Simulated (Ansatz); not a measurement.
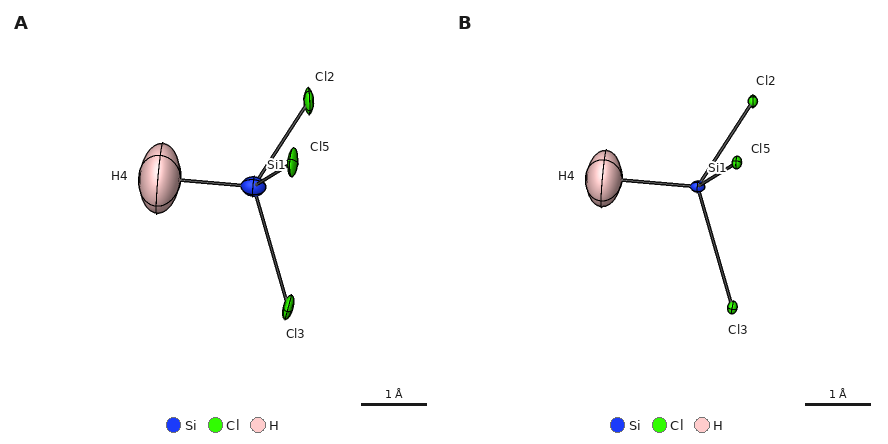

Displacement ellipsoids at the 50 % level, scaled by 2, from the internal vibrations of the free molecule (harmonic, no overall translation or rotation; no half-axis is drawn under 0.075 Å). Vibrations computed with RKS PBE0-D4/def2-TZVP (Ansatz 0.2.0). One panel is for 0 K (zero-point motion alone), the other for 600 K.

Question: Which panel is for 600 K?

Answer: A.

Question: How much does the mean-square displacement of Cl3 grow, and why?

Answer: U_eq goes from 0.00081 to 0.0034 Å², a factor of 4.2. Modes below kT (417 cm⁻¹ at 600 K) grow about in proportion to T, and the lowest lies at 172 cm⁻¹; the mean-square amplitude of a mode is its zero-point value times coth(ħω/2kT), which comes close to 1 only above about 3kT.
